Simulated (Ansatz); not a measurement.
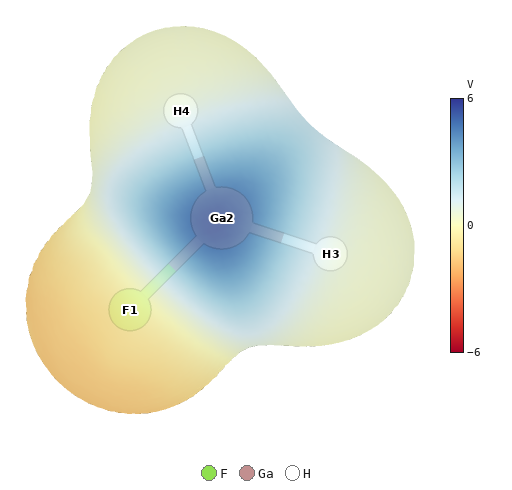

The picture shows: FGaH2 (SMILES [F][GaH2]). The electrostatic potential painted on the density surface at 0.004 e/bohr³, seen across its widest extent; red is negative and blue positive.

Geometry: displaced from a GFN2-xTB structure.

All numbers below come from RKS PBE0-D4/def2-TZVPP (Ansatz 0.2.0).

Describe the electrostatic potential map.

Answer. The most negative region (about −1.7 V) lies over F1, the most positive (about +4.9 V) over Ga2.
